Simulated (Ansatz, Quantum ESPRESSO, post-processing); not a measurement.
# Ballistic transmission: Ge chain with one atom pushed 1.0 Å aside at constant bond length, part 4 of 4

Wanted: the transmission near the Fermi level and the conductance of this junction: Ge chain with one atom pushed 1.0 Å aside at constant bond length.

Quantum ESPRESSO 7.5; plane-wave DFT, PBE, GBRV ultrasoft pseudopotentials; cross-check by Ansatz 0.2.0 with PAW datasets.

So far. Step 2 (Ground state): The run needed 12 iterations to bring the estimated error under 1e-07 Ry; the largest force on any atom, held or free, is 0.63 eV/Å. Step 3 (The open system): At no point does T exceed the number of channels.

## 5. Cross-check with Ansatz

A second code with its own PAW datasets, on the same atoms.

Level of this step: plane-wave DFT, PBE, Ansatz PAW (Ansatz 0.2.0).

File input.yaml:

```yaml
crystal:
  lattice:
    - [7.5, 0.0, 0.0]
    - [0.0, 7.5, 0.0]
    - [0.0, 0.0, 25.4032340636]
  atoms:
    - { symbol: Ge, position: [0.5, 0.5, 0.0] }
    - { symbol: Ge, position: [0.5, 0.5, 0.0925079064] }
    - { symbol: Ge, position: [0.5, 0.5, 0.1850158129] }
    - { symbol: Ge, position: [0.5, 0.5, 0.2775237193] }
    - { symbol: Ge, position: [0.5, 0.5, 0.3700316258] }
    - { symbol: Ge, position: [0.633333333, 0.5, 0.4537460468] }
    - { symbol: Ge, position: [0.5, 0.5, 0.5374604678] }
    - { symbol: Ge, position: [0.5, 0.5, 0.6299683742] }
    - { symbol: Ge, position: [0.5, 0.5, 0.7224762807] }
    - { symbol: Ge, position: [0.5, 0.5, 0.8149841871] }
    - { symbol: Ge, position: [0.5, 0.5, 0.9074920936] }
kpoints:
  mp_grid: { grid: [1, 1, 4] }
hamiltonian:
  xc: pbe
scf:
  occupations: { method: fermi_dirac, width: 0.1 }
  convergence: { dr2_threshold: 1.0e-08 }
output:
  transmission:
    leads: [[0, 1]]
    e_range: [-2.0, 2.0]
    de: 0.05
    kmesh: [1, 1]
    reduced_basis: true
  write_potential: true
  write_density: true
  volumetric_format: npy
  elf: true
```

Launch:

```bash
ansatz run input.yaml --threads 2 --pin off --max-ram 4096MiB --backend cpu --events-out ev --progress --plain --runs-dir out
```

Numbers of over 12 decimals in the logs are rounded to 6 here.

Output:

```text
Engine: ansatz 0.2.0, aarch64-unknown-linux-gnu
Pseudopotentials: kind: paw
Pseudopotential: Ge, paw, valence charge 14, recommended cutoff 420 eV (normal), Ge.paw.azcp
Functional definition: PBE
  parameter kappa = 0.804
  parameter beta = 0.066725
  exchange = pbe_x(kappa = kappa, mu = beta*pi^2/3)
  correlation = pbe_c(beta = beta)
Crystal: 11 atoms, lattice volume = 1428.932 Å³
Basis set: ecut = 420 eV, 27949 PW (Γ)
Bands: 93, of which v1, the nominal top of the filled ones, is band 77 counted from 1 (76 counted from 0)
Symmetry: 4 space group operations
Space group: Pmm2 (ITA 25), of the structure as read, at distance tolerance 1.1e-4 Å
k-points: 3 of 4
Non-local potential: Ge, projectors of the file, l = 0: 2, l = 1: 2, l = 2: 3, l = 3: 1
PAW form: soft (Blöchl's): semilocal exchange-correlation on the pseudo side does not see the compensation charge
PAW one-centre angular grid: Ge, 590 points (default); XC on 64 Gauss nodes
Initial density: superposition of atomic densities (neutral atoms: chi_scale 0, normalization atom), corrected by the library's trained network
Initial wavefunctions: pseudopotential atomic-orbital guess
Functional: x = pbe(κ = 0.804, μ = 0.219515), c = pbe(β = 0.066725)
SCF iter   1: F=—  HF=-47228.262116 eV  |F-HF|=—  |Δ(HF+E_count)|=         —  Δρ=2.54e-3  dr2=6.18e-1  ethr=1.77e-3  ⟨swp⟩=5.3  Hψ=955  notcnv=0  defer=1
preconditioner: auto → LDOS  [metal: Δε(μ)=0.102 eV  Ē_g=6.443 eV  σ=0.100 eV  W_gap=0.25  n_scr=146 (ndim 8)  ℏωp=6.5 eV  f_vac=0.674  D(μ)=9.23/eV (n_scr^D=28)  β→1.0]
SCF iter   2: F=—  HF=-47228.237809 eV  |F-HF|=—  |Δ(HF+E_count)|=   2.43e-2  Δρ=8.41e-4  dr2=1.26e-2  ethr=4.01e-4  ⟨swp⟩=2.3  Hψ=337  notcnv=0  defer=5
SCF iter   3: F=—  HF=-47228.238766 eV  |F-HF|=—  |Δ(HF+E_count)|=   9.57e-4  Δρ=5.17e-4  dr2=5.30e-3  ethr=8.18e-6  ⟨swp⟩=2.0  Hψ=507  notcnv=0  defer=5
SCF iter   4: F=—  HF=-47228.235885 eV  |F-HF|=—  |Δ(HF+E_count)|=   2.88e-3  Δρ=1.58e-4  dr2=6.40e-4  ethr=3.44e-6  ⟨swp⟩=2.0  Hψ=507  notcnv=0  defer=5
SCF iter   5: F=—  HF=-47228.235849 eV  |F-HF|=—  |Δ(HF+E_count)|=   3.61e-5  Δρ=5.42e-5  dr2=6.38e-5  ethr=4.16e-7  ⟨swp⟩=2.0  Hψ=323  notcnv=0  defer=5
SCF iter   6: F=—  HF=-47228.235835 eV  |F-HF|=—  |Δ(HF+E_count)|=   1.45e-5  Δρ=1.30e-5  dr2=6.73e-6  ethr=4.14e-8  ⟨swp⟩=2.0  Hψ=507  notcnv=0  defer=5
SCF iter   7: F=—  HF=-47228.235594 eV  |F-HF|=—  |Δ(HF+E_count)|=   2.40e-4  Δρ=2.68e-6  dr2=1.75e-7  ethr=4.37e-9  ⟨swp⟩=2.0  Hψ=344  notcnv=0  defer=5
SCF iter   8: F=—  HF=-47228.235594 eV  |F-HF|=—  |Δ(HF+E_count)|=   6.89e-8  Δρ=1.05e-6  dr2=2.69e-8  ethr=1.14e-10  ⟨swp⟩=2.7  Hψ=513  notcnv=0  defer=5
SCF iter   9: F=-47228.235595 eV  HF=-47228.235595 eV  |F-HF|=4.80e-10  |Δ(HF+E_count)|=   1.62e-8  Δρ=3.00e-7  dr2=1.66e-9  ethr=6.49e-12  ⟨swp⟩=11.3  Hψ=723  notcnv=0
SCF 1 converged in 9 iterations: F = -47228.235595 eV  dr2 = 1.66e-9
  greatest PAW one-centre occupation: 0.998 electrons in one spin orbital (limit 2), on the Ge atom at site 2 (counted from 0), in its partial waves of l = 2
transmission: 32 of 192 steps passed
transmission: 64 of 192 steps passed
[...]
transmission: 192 of 192 steps passed
WARN: The output density's exchange-correlation potential varies sharply where the density is thin. Do not read a vacuum level from v_tot or v_xc, or from such a field of the output density. On a cell that repeats whose density bears no net charge and no dipole along the vacuum's axis use v_es (v_loc + v_h of the components); under efield.dipole_correction with no amplitude use v_es + v_field, which holds any externa [...]
SCF converged after 9 iterations
Free energy (F): -47228.235595 eV
Harris-Foulkes:  -47228.235595 eV  (|F-HF|=4.80e-10)
Internal energy: -47227.930981 eV  (E = F + TS)
E sigma→0 (E₀):  -47228.083288 eV
Entropy (-TS):   -0.304613 eV (-27.692 meV/atom)
Fermi energy:    -2.536434 eV
--- Per-component energies (eV) ---
  E_band       = -3259.444612
  E_kinetic    = 1201.278844
  E_local      = -47946.130401  (includes V_loc(G=0)·N_el)
  E_nonlocal   = 4570.750656
  E_hartree    = 21487.999897
  E_xc         = -814.090058
  E_vxc        = -684.837716  (∫ρ·V_xc dr)
  E_paw        = -22182.136069  (= ΣΔE_a)
  E_vpaw       = -3376.505612  (= ΣTr[D̂ρ^β])
  E_aug_tail   = 0.003279  (compensation charges beyond the density's cutoff)
  E_ewald      = -3545.607131
  E_smearing   = -0.304613  (= −TS)
  E_closure    = -0.000000  (closes the sum)
  Σ components = -47228.235595   (vs F -47228.235595, Δ=0.00e0)
--- Band table (eV) ---
  k-point 0: bands = [... 73 lower, -3.2156, -2.8475, -2.8038, -2.7388, -2.7297, -1.9295, -1.9054, -1.5931, ... 12 higher]
  k-point 1: bands = [... 73 lower, -3.1117, -3.0368, -2.9538, -2.5052, -2.4870, -2.2714, -1.9133, -1.5593, ... 12 higher]
  k-point 2: bands = [... 73 lower, -3.1571, -3.1340, -2.7843, -2.5961, -2.2133, -2.2127, -2.1485, -1.9057, ... 12 higher]
--- Transmission ---
  basis      : 497 plane waves across, 32 finite elements along
  points     : 1, standing for a mesh of 1 x 1
  energies   : 81 from -2.000000 to 2.000000 eV about the Fermi level, 0.050000 eV apart; the leads are filled to 0.000000 eV, and channels, transmission and decay are at 0.000000 eV
  crystal 0  : Ge1, at the sites [0, 1], period 2.3500 Å, over 23.50 Å; its Hamiltonian steps by up to 8.8 meV
    offset         : up to 0.0000 Å between an atom of the period and one for which it stands
    channels       : 3.000000e0 a spin
    conductance    : none, the energies end too early or step too widely for 300 K: set another output.transmission.e_range or a lower de, or, where they end at an eighth of basis.ecutwfc, a higher one
  junction   : crystal 0 to crystal 0, -0.48 to 22.58 Å
    transmission   : 2.727195e0 a spin
    error estimate : 2.014862e-4 a spin from the reduction of the transverse basis, at the most 6.087630e-4 at -1.050000 eV
    conductance    : none, the energies end too early or step too widely for 300 K: set another output.transmission.e_range or a lower de, or, where they end at an eighth of basis.ecutwfc, a higher one
```

Run time: 41 s. Hardware: 2 threads of Arm Neoverse V2, shared host; peak memory 1.5 GiB; 76 s of CPU time.

This step gave:

* free energy: -47228.2356 eV
* energy at zero smearing: -47228.0833 eV
* smearing term TS: 0.3046 eV
* Fermi energy: -2.536 eV
* symmetry operations: 4
* transmission at the Fermi level, one spin: 2.727
* step of the lead's Hamiltonian over a period: 8.8 meV

Per spin. Table of transmission by energy, zero at the Fermi level:

```csv
energy (eV),transmission
-2.000,0.589
-1.800,0.504
-1.600,0.406
-1.400,0.300
-1.200,0.213
-1.000,2.10
-0.800,2.41
-0.600,2.54
-0.400,2.62
-0.200,2.68
0.000,2.73
0.200,2.76
0.400,2.79
0.600,2.80
0.800,2.81
0.900,2.81
1.000,2.81
1.200,2.80
1.400,2.76
1.600,2.71
1.800,2.64
2.000,2.53
```

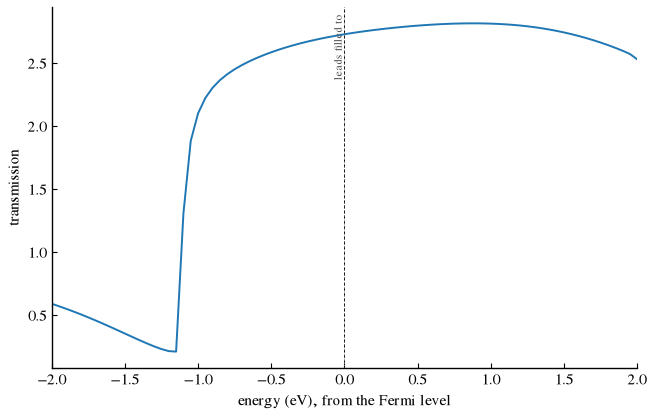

Transmission against energy.

Per spin. Open channels against energy, zero at the Fermi level:

```csv
energy (eV),open channels
-2.000,1
-1.800,1
-1.600,1
-1.400,1
-1.200,1
-1.000,3
-0.800,3
-0.600,3
-0.400,3
-0.200,3
0.000,3
0.200,3
0.400,3
0.600,3
0.800,3
1.000,3
1.200,3
1.400,3
1.600,3
1.800,3
2.000,3
```

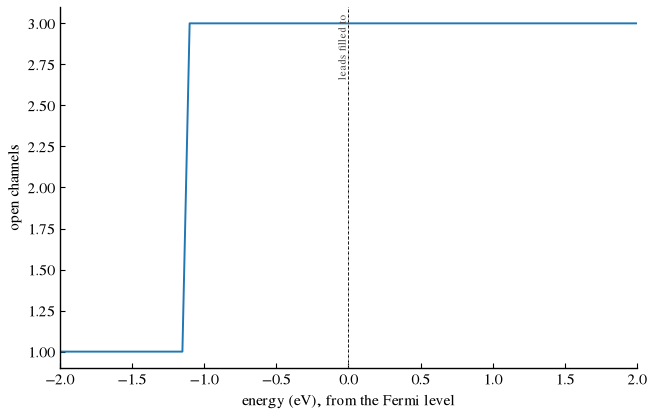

Open channels, plotted against energy.

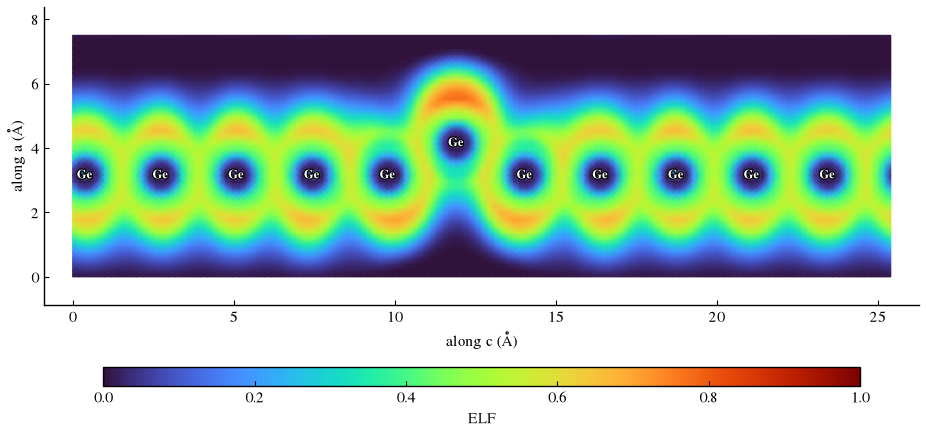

ELF in the ca plane at fractional y = 0.500, with atoms of Ge within 0.2 Å of it. It is the smooth field of the valence electrons, not physical close to the nuclei.

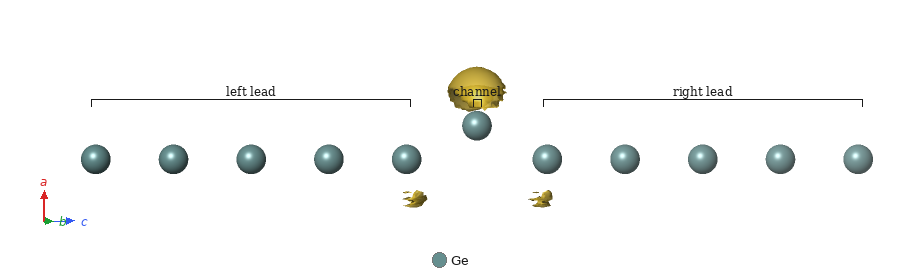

Surface of ELF = 0.69.

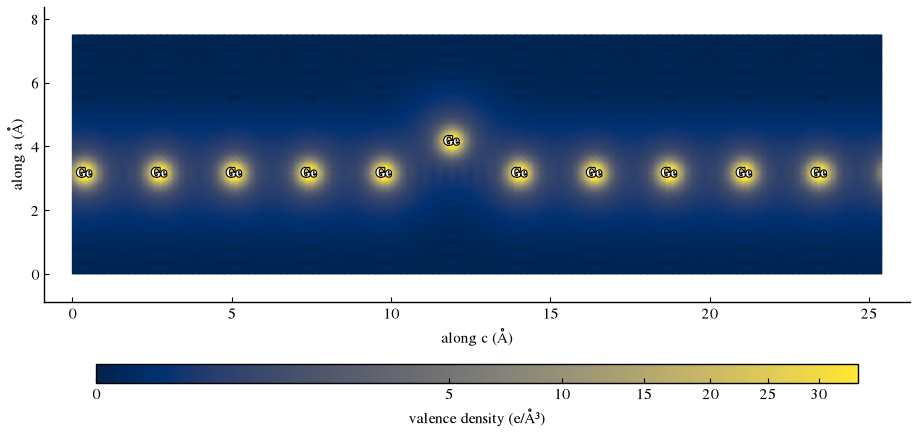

Valence density in the ca plane at fractional y = 0.500, with atoms of Ge within 0.2 Å of it. It is the smooth field of the valence electrons, not physical close to the nuclei. The colour scale is stretched toward low values.

Ansatz finds T = 2.73 against pwcond's 2.74.

## 6. All levels side by side

All levels:

```csv
step,T at the Fermi level (per spin),conductance (G0),r.m.s. T(E) from the first,CPU time of the step (s),peak memory (GiB)
Ansatz,2.727,-,0,76.34,1.544
pwcond,2.742,2.742,0.1047,643,0.61
"pwcond, changed setting",2.742,2.742,0.1049,6211,0.99
```

Per spin. Transmission against energy, zero at the Fermi level:

```csv
energy (eV),Ansatz,pwcond,"pwcond, changed setting"
-2.00,0.589,0.568,0.568
-1.70,0.456,0.428,0.428
-1.40,0.300,0.269,0.269
-1.10,1.31,1.94,1.94
-0.80,2.41,2.46,2.46
-0.50,2.58,2.61,2.61
-0.20,2.68,2.70,2.70
0.00,2.73,2.74,2.74
0.20,2.76,2.77,2.77
0.50,2.80,2.81,2.81
0.80,2.81,2.82,2.82
0.90,2.81,2.81,2.81
1.10,2.81,2.80,2.80
1.40,2.76,2.75,2.75
1.70,2.68,2.67,2.67
2.00,2.53,2.52,2.52
```

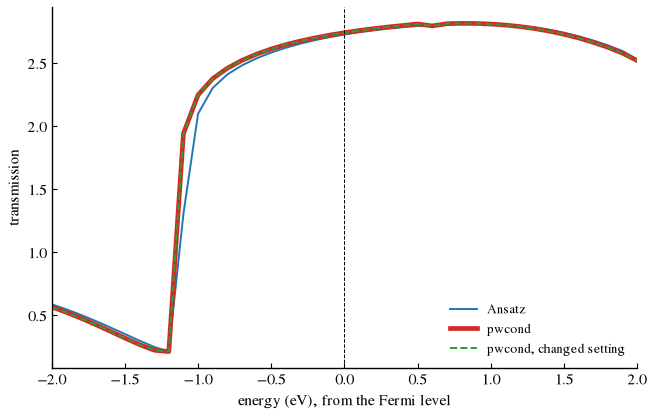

Transmission against energy.

## 7. A check by hand

G = 2.74 × 77.48 µS = 212 µS a cell, a resistance of 4.71 kΩ.

## 8. What came out

```
conductance from T at the Fermi level, a cell (G₀ = 2e²/h) : 2.74 G₀
lead channels per spin                                     : 3.00
the same conductance by Ansatz                             : 2.73 G₀
```

**Reading.** The junction conducts 2.74 G₀ a cell at the Fermi level (PBE, GBRV ultrasoft). At the Fermi level the junction passes 91 % of what the leads offer, nearly all. At the Fermi level pwcond and Ansatz differ by 0.54 %, a close match. Over -2 to 2 eV, T lies between 0.21 and 2.8 per spin. The geometry is as built, not relaxed, and the leads are short.

[Logs are printed without paths, hosts, clocks, repeated set-up lines and the standing remarks that a program may print on its own settings, such as how far it seeks lower states.]

[Hosts, paths, dates, database ids (printed as entryN), source tags and the programs' standing remarks are cut or masked in the printed files.]

[Maps of the electrostatic potential energy from Ansatz leave out the sawtooth potential of an applied field or a dipole correction, so their vacuum need not be flat; planar profiles and work functions include it.]
